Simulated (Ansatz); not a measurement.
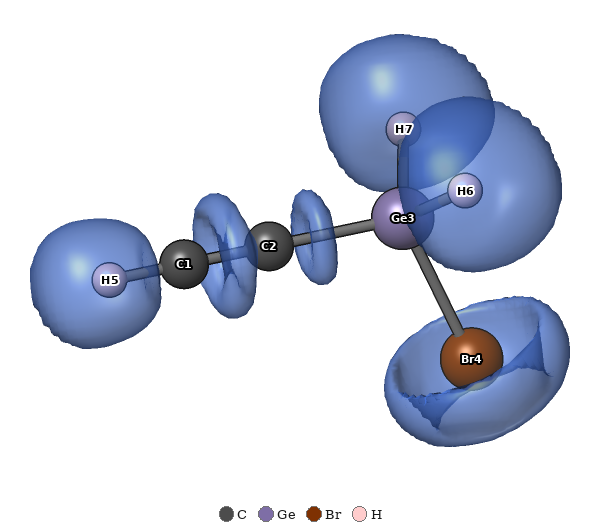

C2H3BrGe (SMILES C#[C][GeH2][Br]). Isosurface of the electron localisation function at 0.85 (blue), seen at a tilt. Core shells and regions of very low density are left out.

Not at a stationary point (largest force 1.4 eV/Å).

Computed with SCF hf, Gaussian basis (Ansatz 0.2.0).

Input file:

```
crystal:
  periodic: [false, false, false]
  atoms:
    - { symbol: C, position_ang: [1.9006, 0.225, 0.7405] }
    - { symbol: C, position_ang: [0.7824, 0.0369, 0.3323] }
    - { symbol: Ge, position_ang: [-0.9747, -0.2579, -0.3094] }
    - { symbol: Br, position_ang: [-1.6702, 1.5945, -1.5352] }
    - { symbol: H, position_ang: [2.8826, 0.3902, 1.0989] }
    - { symbol: H, position_ang: [-1.9324, -0.4743, 0.89] }
    - { symbol: H, position_ang: [-0.9884, -1.5143, -1.2171] }
basis:
  gaussian:
    orbitals: def2-SVP
hamiltonian:
  xc: hf
output:
  orbitals: {}
  forces: true
```

Command:

```sh
python methods_c2h3brge.py
```

> Describe the localisation domains.

The surface consists of one region between bonded C–C atoms (shared pairs), three regions around hydrogen nuclei, one lobe of the valence shell of C pointing towards Ge (polar bonds) and one ring or bowl of non-bonding electrons around Br. Profiles from the grid: C–C (1.21 Å): the ELF peaks at about 0.85 between the atoms: a multiple bond. C–Ge (1.89 Å): the ELF peaks at about 0.95 in the valence shell of C, 0.7 Å from its nucleus, and is about 0.65 at the midpoint.
